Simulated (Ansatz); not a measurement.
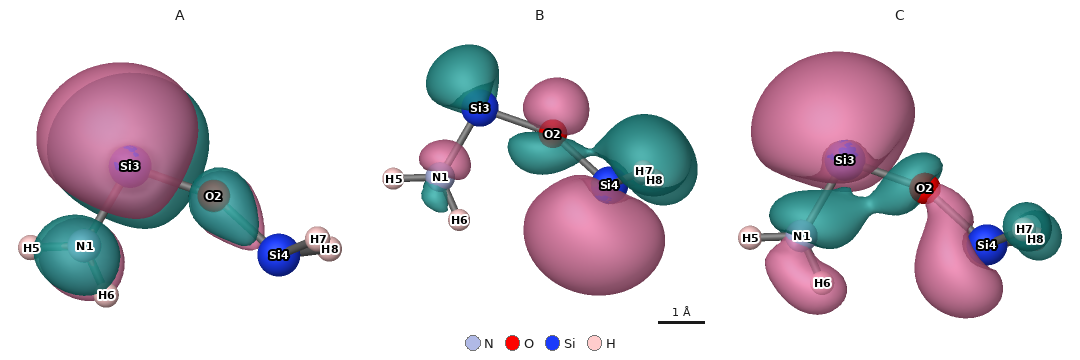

The picture shows: H4NOSi2 (doublet). Three frontier orbitals at ±0.08 Å⁻³ᐟ² (teal and pink are the two phases), in no order.

Geometry: PBE-D3(BJ)/def2-SVP.

Theory: isolated molecule in a Gaussian basis; Kohn-Sham density functional theory, functional PBE0 (Ansatz 0.2.0).

```xyz
8

N     1.0968   -2.2976   -1.9714
O     0.4679   -0.2656   -0.4177
Si   -0.2600   -1.3029   -1.5412
Si    1.6990    0.3759    0.5250
H     1.0112   -3.0569   -2.6533
H     2.0505   -2.2148   -1.5999
H     1.3104    0.2563    1.9825
H     1.8735    1.8366    0.1713
```

### Order the three orbitals by energy and name them. All are α orbitals.

C is the HOMO−1 (α) (−7.18 eV). Its weight (Hirshfeld) is mainly on Si3 (about 70 %), Si4 (about 10 %) and N1 (about 10 %). B is the HOMO (α) (−6.00 eV). Its weight (Hirshfeld) is mainly on Si4 (about 65 %), O2 (about 10 %), Si3 (about 10 %), H8 (about 5 %) and H7 (about 5 %). A is the LUMO (α) (−1.14 eV). It lies mainly on Si3 (about 80 %), N1 (about 10 %) and O2 (about 5 %).

### What is the gap between the highest occupied and lowest empty α orbitals?

4.86 eV between the orbital energies.
